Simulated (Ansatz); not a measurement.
```xyz
9

Ge   -0.8262   -0.2289   -0.3257
Cl   -0.5667    1.0312    3.2901
F     0.5440   -1.2417    0.0775
Cl   -0.0620    1.8184   -0.1655
Cl   -1.2358   -0.5516   -2.4252
P    -2.6855   -0.6162    1.0249
H    -3.0992   -1.6470    0.1006
H    -1.9195   -1.5364    1.8234
H    -0.2450    1.6602    2.1875
```

The calculation used RKS PBE/def2-SVP (Ansatz 0.2.0).

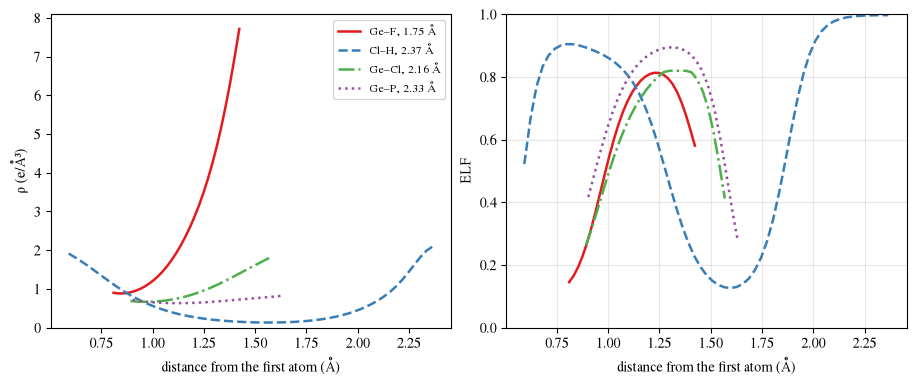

Cl$_{2}$FGeH$_{2}$P···HCl. Total electron density and electron localisation function along straight lines between neighbouring atoms. The curves leave out the atomic cores.

**Compare the contacts.**

Ge–F (1.75 Å): the density is about 0.89 e/Å³ at the midpoint; the ELF peaks at about 0.80 in the valence shell of F, 0.5 Å from its nucleus, and is about 0.25 at the midpoint.
Cl4···H9 (2.37 Å): the density falls to about 0.13 e/Å³ on the way; the ELF dips to about 0.15 between them.
Ge–Cl (2.16 Å): ρ at the midpoint is about 0.71 e/Å³; the ELF peaks at about 0.80 in the valence shell of Cl, 0.9 Å from its nucleus, and is about 0.65 at the midpoint.
Ge–P (2.33 Å): the density is about 0.63 e/Å³ at the midpoint; the ELF peaks at about 0.90 in the valence shell of P, 1.0 Å from its nucleus, and is about 0.85 at the midpoint.
